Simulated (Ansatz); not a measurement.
**YN, response to strain**

Start from YN in the rock salt structure (space group Fm-3m, No. 225; a = 4.8957 Å). Axes: x, y, z lie along the cube axes.

Strains are applied to the cell and any free atomic positions relax; under biaxial strain the out-of-plane vector relaxes too.

Method: Kohn–Sham DFT with the r2SCAN functional, run in Ansatz (a quantum-chemistry and plane-wave program) with PAW and 500 eV plane waves, scalar-relativistic without spin-orbit coupling.

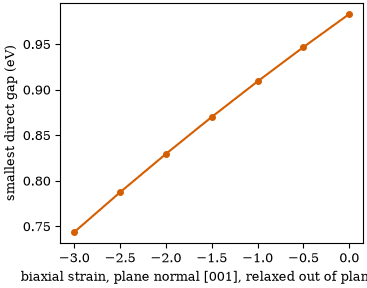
Fig. 1. Smallest direct gap against biaxial strain, plane normal [001], relaxed out of plane

Question: From the plot, what is the smallest direct gap for biaxial strain −2.00 %, plane normal [001], relaxed out of plane?

Answer: About 0.83 eV.

Question: Is the trend monotonic over the range shown?

Answer: Yes, it rises throughout, spanning 0.74 eV to 0.98 eV.

Stability against distortions was not tested.
